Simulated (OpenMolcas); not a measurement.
**One shape, several levels: BH2O (SMILES B[O])**

Aim: a comparison of 6 runs (UBLYP/def2-TZVPPD, UM06-2X/def2-TZVPPD, UM06-L/def2-TZVPPD, UPBE/def2-TZVPPD, UPBE0/def2-TZVPPD, USVWN5/def2-TZVPPD) of BH2O. 

The results are computed with OpenMolcas 26.06.

### Step 1. Starting point

The species is BH2O (4 atoms), meant as a doublet with charge 0. SMILES: `B[O]`. Geometry: relaxed at PBE0-D4/def2-TZVP.

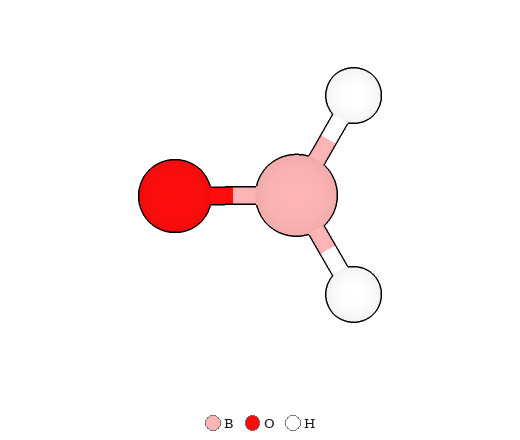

The structure, seen from a chosen angle (boron pink, oxygen red, hydrogen white).

### Step 2. Energy and forces at UBLYP/def2-TZVPPD (run 1)

The input, run.inp:

```
>>> EXPORT MOLCAS_PRINT=2

&GATEWAY
  BasLib = $CurrDir
  Coord
  4
  angstrom
  B       -0.001100      -0.010300      -0.015100
  O        1.025300      -0.340800       0.676900
  H       -1.052600      -0.587700       0.151600
  H        0.083900       0.878500      -0.833600
  Basis = def2-TZVPPD
  Group = NoSym

&SEWARD
  GridInput
  Grid=UltraFine
  End of Grid

&SCF
  UHF
  Spin = 2
  KSDFT = BLYP
  Thresholds = 1e-10 1e-07 1e-07 1e-05
  PrOrbitals = 1 2

&ALASKA
```

The basis set def2-TZVPPD is read from a file made from the Basis Set Exchange's data (not shown).

Run with:

```bash
$ export MOLCAS_MEM=1860
$ pymolcas run.inp > run.log
```

Log:

```text
--- Start Module: gateway ---
[...]
--- Stop Module: gateway /rc=_RC_ALL_IS_WELL_ ---
[...]
      Basis functions          111
[...]
--- Start Module: scf ---
[...]
       Convergence after  14 Iterations
[...]
::    Total KS-DFT energy                            -101.2687831536
[...]
      Total spin, S                                     0.5023985463
[...]
      Total electronic charge=   15.000000
      Total            charge=   -0.000000
[...]
      Dipole Moment (debye):
      Origin of the operator (angstrom)=    0.5311   -0.1816    0.3437
                   X= -1.3404E+00               Y=  4.3160E-01               Z= -9.0369E-01           Total=  1.6732E+00
      Quadrupole Moment (debye*angstrom):
[...]
--- Stop Module: scf /rc=_RC_ALL_IS_WELL_ ---
[...]
--- Start Module: alaska ---
[...]
 *              Molecular gradients               *
 **************************************************
  Irreducible representation: a
 ------------------------------------------------------------------------------------------
                              X                       Y                       Z
 ------------------------------------------------------------------------------------------
  B1               -3.52534858658959E-03    1.10386459244682E-03   -2.34660105334594E-03
  O2               -2.42029090416285E-03    7.79620522612934E-04   -1.63213751317759E-03
  H3                3.81292103832331E-03    1.28703383031059E-04    1.27388973033257E-03
  H4                2.13271845240645E-03   -2.01218849809570E-03    2.70484883621291E-03
 ------------------------------------------------------------------------------------------
--- Stop Module: alaska /rc=_RC_ALL_IS_WELL_ ---
[...]
```

It took 48 s on 1 thread of AMD EPYC 7R43 (Zen 3), shared host; peak memory 0.65 GiB.

### Step 3. A single-point energy at UM06-2X/def2-TZVPPD (run 2)

The input, job.inp:

```
&GATEWAY
 BasLib=$CurrDir
 Coord
 4
 bohr
 B     -0.00207870    -0.01946418    -0.02853486
 O      1.93753620    -0.64401866     1.27915561
 H     -1.98912572    -1.11059204     0.28648248
 H      0.15854802     1.66012440    -1.57527570
 Basis=def2-TZVPPD
 Group=NoSym

&SEWARD
 GridInput
 Grid=UltraFine
 End of Grid

&SCF
 UHF
 Spin=2
 KSDFT=M062X
 Thresholds=1e-10 1e-07 1e-07 1e-05
 PrOrbitals=1 1
```

The basis set def2-TZVPPD is read from a file made from the Basis Set Exchange's data (not shown).

Run with:

```bash
$ export MOLCAS_MEM=1860
$ pymolcas job.inp > job.log
```

Log:

```text
--- Start Module: gateway ---
[...]
--- Stop Module: gateway /rc=_RC_ALL_IS_WELL_ ---
--- Start Module: seward ---
[...]
      Basis functions          111
--- Stop Module: seward /rc=_RC_ALL_IS_WELL_ ---
[...]
--- Start Module: scf ---
[...]
       Convergence after  15 Iterations
[...]
::    Total KS-DFT energy                            -101.2367568562
[...]
      Total spin, S                                     0.5050874866
[...]
      Total electronic charge=   15.000000
      Total            charge=   -0.000000
[...]
      Dipole Moment (debye):
      Origin of the operator (angstrom)=    0.5311   -0.1816    0.3437
                   X= -1.2137E+00               Y=  3.9075E-01               Z= -8.1821E-01           Total=  1.5150E+00
      Quadrupole Moment (debye*angstrom):
[...]
--- Stop Module: scf /rc=_RC_ALL_IS_WELL_ ---
[...]
```

Run time: 68 s. Hardware: 1 thread of AMD EPYC 7R43 (Zen 3), shared host; peak memory 0.66 GiB.

### Step 4. The energy at UM06-L/def2-TZVPPD (run 3)

The input, struct.xyz:

```xyz
4

B     -0.001100    -0.010300    -0.015100
O      1.025300    -0.340800     0.676900
H     -1.052600    -0.587700     0.151600
H      0.083900     0.878500    -0.833600
```

The input, job.input:

```
>>> EXPORT MOLCAS_PRINT=2

&gateway
  baslib=$CurrDir
  coord=struct.xyz
  basis=def2-TZVPPD
  group=NoSym

&seward
  gridinput
  Grid=UltraFine
  End of Grid

&scf
  uhf
  spin=2
  ksdft=M06L
  thresholds=1e-10 1e-07 1e-07 1e-05
  prorbitals=1 1
```

The basis set def2-TZVPPD is read from a file made from the Basis Set Exchange's data (not shown).

Run with:

```bash
$ export MOLCAS_MEM=1860
$ pymolcas job.input > job.log
```

Log:

```text
--- Start Module: gateway ---
[...]
--- Stop Module: gateway /rc=_RC_ALL_IS_WELL_ ---
--- Start Module: seward ---
[...]
      Basis functions          111
--- Stop Module: seward /rc=_RC_ALL_IS_WELL_ ---
[...]
--- Start Module: scf ---
[...]
       Convergence after  14 Iterations
[...]
::    Total KS-DFT energy                            -101.2753549797
[...]
      Total spin, S                                     0.5043912120
[...]
      Total electronic charge=   15.000000
      Total            charge=   -0.000000
[...]
      Dipole Moment (debye):
      Origin of the operator (angstrom)=    0.5311   -0.1816    0.3437
                   X= -1.1475E+00               Y=  3.6947E-01               Z= -7.7362E-01           Total=  1.4324E+00
      Quadrupole Moment (debye*angstrom):
[...]
--- Stop Module: scf /rc=_RC_ALL_IS_WELL_ ---
[...]
```

Wall time 64 s (1 thread of AMD EPYC 7R43 (Zen 3), shared host); peak memory 0.66 GiB.

Runs 4 to 5 aren't shown in full; the table further down has their settings and results.

### Step 5. Energy and forces at USVWN5/def2-TZVPPD (run 6)

The input, calc.inp:

```
* BH2O Kohn-Sham DFT
>>> EXPORT MOLCAS_PRINT=2

&gateway
 baslib = $CurrDir
 coord
 4
 angstrom
 B       -0.001100      -0.010300      -0.015100
 O        1.025300      -0.340800       0.676900
 H       -1.052600      -0.587700       0.151600
 H        0.083900       0.878500      -0.833600
 basis = def2-TZVPPD
 group = NoSym

&seward
 gridinput
 Grid=UltraFine
 End of Grid

&scf
 uhf
 spin = 2
 ksdft = SVWN5
 thresholds = 1e-10 1e-07 1e-07 1e-05
 prorbitals = 0

&alaska
```

The basis set def2-TZVPPD is read from a file made from the Basis Set Exchange's data (not shown).

Run with:

```bash
$ export MOLCAS_MEM=1860
$ pymolcas calc.inp > calc.log
```

Log:

```text
--- Start Module: gateway ---
[...]
--- Stop Module: gateway /rc=_RC_ALL_IS_WELL_ ---
[...]
      Basis functions          111
[...]
--- Start Module: scf ---
[...]
       Convergence after  15 Iterations
[...]
::    Total KS-DFT energy                            -100.4438852646
[...]
      Total spin, S                                     0.5017908577
[...]
      Total electronic charge=   15.000000
      Total            charge=   -0.000000
[...]
      Dipole Moment (debye):
      Origin of the operator (angstrom)=    0.5311   -0.1816    0.3437
                   X= -1.4803E+00               Y=  4.7669E-01               Z= -9.9805E-01           Total=  1.8479E+00
      Quadrupole Moment (debye*angstrom):
[...]
--- Stop Module: scf /rc=_RC_ALL_IS_WELL_ ---
[...]
--- Start Module: alaska ---
[...]
 *              Molecular gradients               *
 **************************************************
  Irreducible representation: a
 ------------------------------------------------------------------------------------------
                              X                       Y                       Z
 ------------------------------------------------------------------------------------------
  B1               -2.56885610362207E-02    8.23984590582127E-03   -1.72885811289429E-02
  O2                1.63609528048223E-02   -5.26839244109922E-03    1.10306540597600E-02
  H3                7.30839973067043E-03    1.91158408904446E-03    8.50284673767909E-04
  H4                2.01920850074244E-03   -4.88303755375830E-03    5.40764239540703E-03
 ------------------------------------------------------------------------------------------
--- Stop Module: alaska /rc=_RC_ALL_IS_WELL_ ---
[...]
```

Wall time 38 s (1 thread of AMD EPYC 7R43 (Zen 3), shared host); peak memory 0.65 GiB.

### Step 6. The series

```
run                level      task  energy (Eh)  dipole moment (D)  HOMO energy (eV)  LUMO energy (eV)  wall time
  1    UBLYP/def2-TZVPPD  gradient  -101.268783               1.67             -7.59             -5.85       48 s
  2  UM06-2X/def2-TZVPPD    energy  -101.236757               1.51            -10.66             -3.42       68 s
  3   UM06-L/def2-TZVPPD    energy  -101.275355               1.43             -7.97             -5.56       64 s
  4     UPBE/def2-TZVPPD  gradient  -101.161879               1.66             -7.63             -5.90       51 s
  5    UPBE0/def2-TZVPPD  gradient  -101.163399               1.50             -9.31             -4.49       54 s
  6   USVWN5/def2-TZVPPD  gradient  -100.443885               1.85             -7.56             -6.21       38 s
```

### Step 7. Outcome

```
                                 quantity          value
                      run 6: total energy  -100.44389 Eh
                     run 6: dipole moment         1.85 D
run 6: HOMO energy (highest over α and β)       -7.56 eV
 run 6: LUMO energy (lowest over α and β)       -6.21 eV
                              run 6: ⟨S²⟩          0.754
          run 6: largest force on an atom     1.648 eV/Å
```

**Reading.** The dipole moment (its size) runs from 1.43 D (UM06-L/def2-TZVPPD) to 1.85 D (USVWN5/def2-TZVPPD). Totals of different functionals can't be ranked against each other. All runs together took 5.4 min, the longest 68 s.
